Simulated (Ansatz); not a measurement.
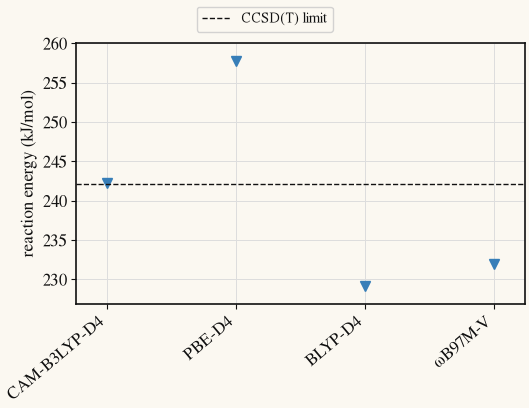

Electronic reaction energy of AlSiH₅O ([OH][AlH][SiH3]) → AlH₃O ([OH][AlH2]) + SiH₂ ([SiH2]) [singlet] (SMILES in brackets) at several levels (functionals in def2-TZVPP unless a basis is named), isolated molecules at PBE0-D4 triple-zeta geometries, minima by their frequencies, no zero-point or thermal terms, the Ansatz code 0.2.0. The line is frozen-core CCSD(T) at the basis limit (MP2 extrapolated from triple and quadruple zeta, plus CCSD(T) less MP2 in a smaller set). The limit lies 5.7 kJ/mol from CCSD(T)/def2-TZVPP, so the line itself is uncertain by a part of that.

> What range do the values span, the line included?

From 229.1 kJ/mol (BLYP-D4) to 257.7 kJ/mol (PBE-D4).

> Give the values.

| level | kJ/mol | less CCSD(T) limit |
| --- | --- | --- |
| CAM-B3LYP-D4 | 242.3 | 0.2 |
| PBE-D4 | 257.7 | 15.6 |
| BLYP-D4 | 229.1 | −12.9 |
| ωB97M-V | 232.0 | −10.1 |
| CCSD(T) limit | 242.1 | 0.0 |
